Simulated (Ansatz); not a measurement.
```yaml
atoms:
  - { symbol: Ge, position_ang: [-0.1861, -0.5347, -1.2395] }
  - { symbol: C, position_ang: [0.4329, -0.0444, 3.4314] }
  - { symbol: H, position_ang: [-0.6439, -0.0424, 3.2635] }
  - { symbol: H, position_ang: [0.6352, 0.0994, 4.4925] }
  - { symbol: H, position_ang: [0.8912, 0.7640, 2.8619] }
  - { symbol: H, position_ang: [1.1158, 0.2568, -1.0637] }
  - { symbol: H, position_ang: [-1.3470, 0.2226, -0.5836] }
  - { symbol: H, position_ang: [-0.4724, -0.7126, -2.7361] }
  - { symbol: H, position_ang: [-0.0358, -1.9147, -0.5868] }
  - { symbol: H, position_ang: [0.8495, -0.9983, 3.1088] }
```

The calculation used Ansatz 0.2.0, RHF/def2-SVP.

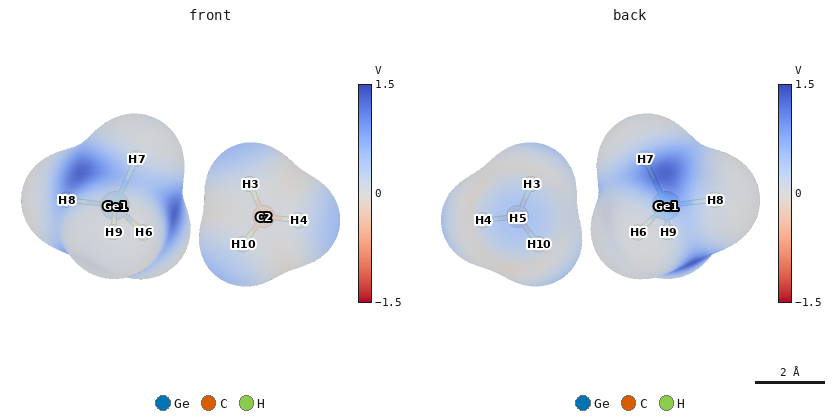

GeH4···CH4. The molecular electrostatic potential painted on the density surface at 0.002 e/bohr³, seen from the front and from behind; red is negative and blue positive.

Question: Describe the electrostatic potential map.

Answer: The most negative region (about −0.1 V) lies over C2, the most positive (about +1.3 V) over Ge1.
